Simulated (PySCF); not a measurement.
Input file:

```
{"job": {"kind": "nmr", "xc": "PBE0", "basis": "pcSseg-1"}, "charge": 0, "multiplicity": 1}
C     -1.425443     0.248124    -1.346694
C     -0.448956     0.369662    -0.187478
Si    -1.166256    -0.367414     1.438220
Cl    -0.259913     2.138809     0.160771
C      0.909793    -0.181006    -0.607451
C      1.985835    -0.027736     0.453402
Cl     3.523142    -0.715281    -0.132579
H     -1.593086    -0.803004    -1.574354
H     -1.035518     0.737752    -2.238536
H     -2.380529     0.703682    -1.096868
H     -0.381565     0.106834     2.573321
H     -2.547443     0.093892     1.537924
H     -1.112660    -1.826015     1.321556
H      1.242286     0.320871    -1.521087
H      0.782794    -1.241976    -0.837183
H      2.172255     1.021088     0.681909
H      1.728266    -0.566250     1.365219
```

Command:

```sh
OMP_NUM_THREADS=1 python probes_run.py task.json out
```

Geometry: GFN2-xTB.

All numbers below come from PBE0/pcSseg-1, SCF density, gas phase, non-relativistic in PySCF 2.14.0.

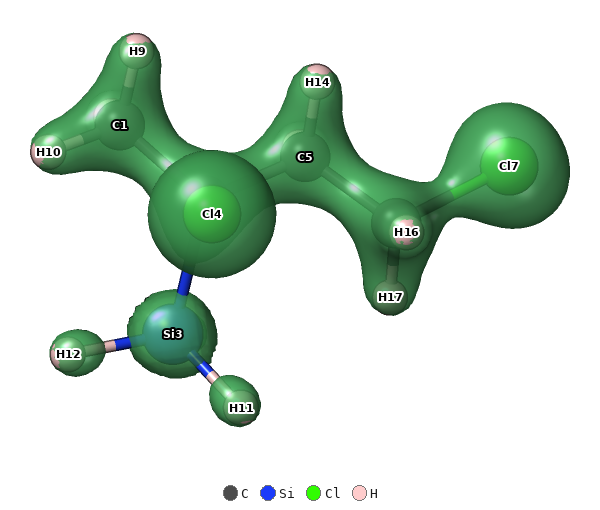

C₄H₁₀Cl₂Si (SMILES C[C@]([SiH3])(Cl)CCCl). Isosurface of the total electron density at 1 e/Å³ (green), seen across its widest extent.

Question: How is the density connected at this value?

Answer: At this value the surface falls into five separate pieces. It bridges the sampled C–C (1.52 Å), C–Cl (1.78 Å) and C–H (1.09 Å) contacts, where the density stays above the isovalue. It is pinched off along the sampled C–Si (1.92 Å) contacts. On the grid the lowest density along these lines, outside the cores, is 1.7 e/Å³ (C–C, 1.52 Å), 1.2 e/Å³ (C–Cl, 1.78 Å), 0.75 e/Å³ (C–Si, 1.92 Å) and 1.9 e/Å³ (C–H, 1.09 Å).
